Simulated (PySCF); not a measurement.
Core-level calculation of C₂H₃Ga

C₂H₃Ga, computed with delta-SCF UKS SCAN, pcX-1 on the ionised atom, pcseg-1 elsewhere, spin-free X2C (PySCF 2.14.0).

Figures and captions count atoms from 1; the log counts them from 0 in places.

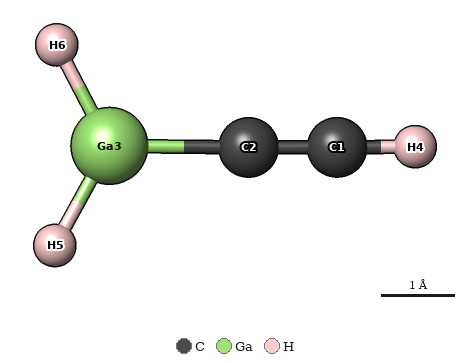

The structure (ball-and-stick view, seen on its broad side; atoms are numbered from 1 in the order of the input). Sticks mark near contacts. Bond lengths as drawn: C–C 1.22 Å, C–Ga 1.92 Å, C–H 1.08 Å and Ga–H 1.56 Å.

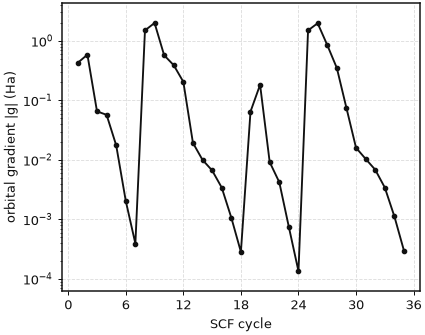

Convergence of the self-consistent field: orbital gradient |g| against the SCF cycle. All cycles printed in the log are drawn one after another.

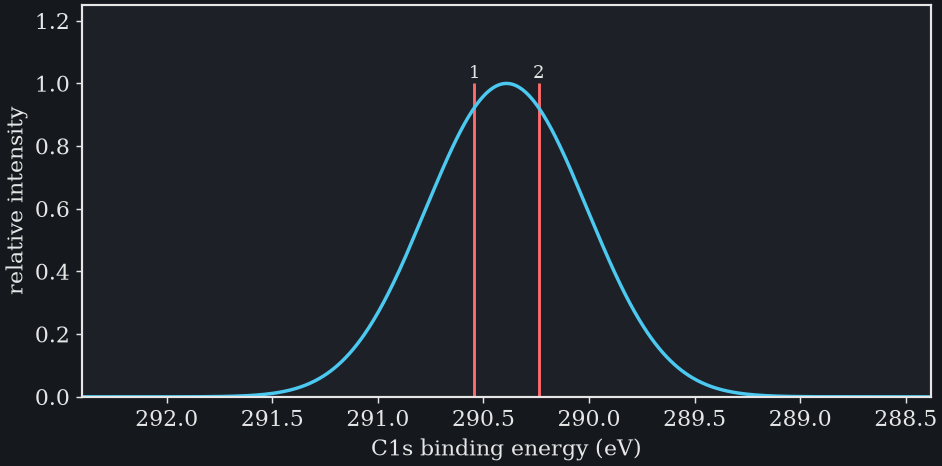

C1s binding energies by ΔSCF of the atoms computed, labelled by atom number, with a Gaussian envelope of 0.8 eV full width. They run from 290.24 eV (atom 2) to 290.54 eV (atom 1).

These pictures come from the run below.

**Input**
```
{"job": {"kind": "xps", "basis": "pcX-1"}, "charge": 0, "multiplicity": 1}
C     -1.579008     0.176957     1.039129
C     -0.524766     0.070971     0.432696
Ga     1.122216    -0.127927    -0.527501
H     -2.506164     0.263644     1.578956
H      1.547274     1.007382    -1.513432
H      1.964890    -1.420679    -0.281583
```

The first line tells a small driver script what to run in PySCF; the rest is the geometry in Å.

Run as:
```bash
OMP_NUM_THREADS=1 python <driver script> task.json out
```

**The program's output**
```
ground state, core basis on atom 0 (C), 80 functions
  cycle   1  E = -2017.54959121  |g| = 4.29e-01
  cycle   2  E = -2017.49122137  |g| = 5.87e-01
  cycle   3  E = -2017.59899022  |g| = 6.54e-02
  cycle   4  E = -2017.59957289  |g| = 5.72e-02
  cycle   5  E = -2017.60039174  |g| = 1.76e-02
  cycle   6  E = -2017.60048914  |g| = 2.04e-03
  cycle   7  E = -2017.60049153  |g| = 3.92e-04
  E(ground) = -2017.85897789 Eh
hole in C 1s of atom 0
  cycle   1  E = -2006.35058808  |g| = 1.50e+00
  cycle   2  E = -2004.88714441  |g| = 2.00e+00
  cycle   3  E = -2006.73044678  |g| = 5.73e-01
  cycle   4  E = -2006.84757974  |g| = 3.90e-01
  cycle   5  E = -2006.89562562  |g| = 2.05e-01
  cycle   6  E = -2006.92325520  |g| = 1.93e-02
  cycle   7  E = -2006.92381405  |g| = 1.00e-02
  cycle   8  E = -2006.92414146  |g| = 6.65e-03
  cycle   9  E = -2006.92429163  |g| = 3.43e-03
  cycle  10  E = -2006.92432211  |g| = 1.07e-03
  cycle  11  E = -2006.92432253  |g| = 2.84e-04
  E(ion) = -2007.18173159 Eh   <S^2> = 0.8540   hole on atom = 1.000   binding energy = 290.543 eV
ground state, core basis on atom 1 (C), 80 functions
  cycle   1  E = -2017.59897514  |g| = 6.48e-02
  cycle   2  E = -2017.59104455  |g| = 1.83e-01
  cycle   3  E = -2017.59994980  |g| = 9.19e-03
  cycle   4  E = -2017.59997014  |g| = 4.22e-03
  cycle   5  E = -2017.59997862  |g| = 7.44e-04
  cycle   6  E = -2017.59997884  |g| = 1.35e-04
  E(ground) = -2017.85820126 Eh
hole in C 1s of atom 1
  cycle   1  E = -2006.36001209  |g| = 1.50e+00
  cycle   2  E = -2005.26999812  |g| = 1.98e+00
  cycle   3  E = -2006.59261045  |g| = 8.53e-01
  cycle   4  E = -2006.85930673  |g| = 3.50e-01
  cycle   5  E = -2006.92910914  |g| = 7.46e-02
  cycle   6  E = -2006.93364943  |g| = 1.60e-02
  cycle   7  E = -2006.93424449  |g| = 1.04e-02
  cycle   8  E = -2006.93464311  |g| = 6.84e-03
  cycle   9  E = -2006.93481517  |g| = 3.43e-03
  cycle  10  E = -2006.93483323  |g| = 1.12e-03
  cycle  11  E = -2006.93483533  |g| = 2.97e-04
  E(ion) = -2007.19211779 Eh   <S^2> = 0.8652   hole on atom = 1.000   binding energy = 290.239 eV
```

**Summary**

| quantity | value |
| --- | --- |
| outcome | converged |
| hardware | 1 CPU thread, shared host |
| wall time | 3.1 s |
| peak memory | 0.39 GiB |

**Remarks**

The core-hole state is spin-contaminated.
